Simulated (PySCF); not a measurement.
C2H7N, SMILES `CNC`.

PySCF calculation, B3LYP/def2-SVPD, gas phase; geometry: GFN2-xTB. No frequency check shows the geometry to be a minimum.

Cartesian coordinates (Å):

```
C1       1.2053    0.2233   -0.0207
N2      -0.0000   -0.5606    0.1503
C3      -1.2053    0.2233   -0.0207
H4       1.2310    0.9928    0.7516
H5       2.0712   -0.4244    0.1052
H6       1.2733    0.7191   -1.0020
H7      -0.0002   -1.3304   -0.5134
H8      -2.0712   -0.4243    0.1052
H9      -1.2310    0.9929    0.7516
H10     -1.2732    0.7191   -1.0020
```

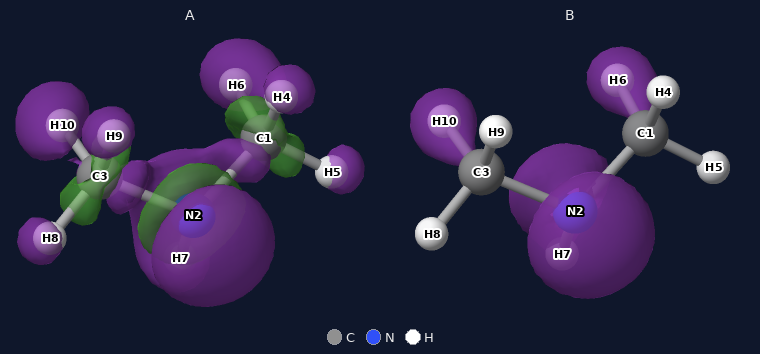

The Fukui function f⁻ from two separate SCF calculations and the density of the HOMO, at ±0.04 e/Å³ (purple positive, green negative).

Which panel is which, and how good is the frozen-orbital picture?

A is f⁻ (it has negative regions), B the HOMO density. The HOMO lies on N2 (61 %), C1 and C3 (8 % each) and H6 and H10 (6 % each); f⁻ (Hirshfeld-condensed) is largest on N2 (0.32); the vertical ionisation energy is 8.87 eV. Relaxation shifts 31 % of the electron between atoms. The orbital energy is −6.18 eV.

Cost of the run: 90 s on 1 thread of Intel(R) Xeon(R) Platinum 8488C (Sapphire Rapids), on a shared host, peak memory 0.59 GiB.
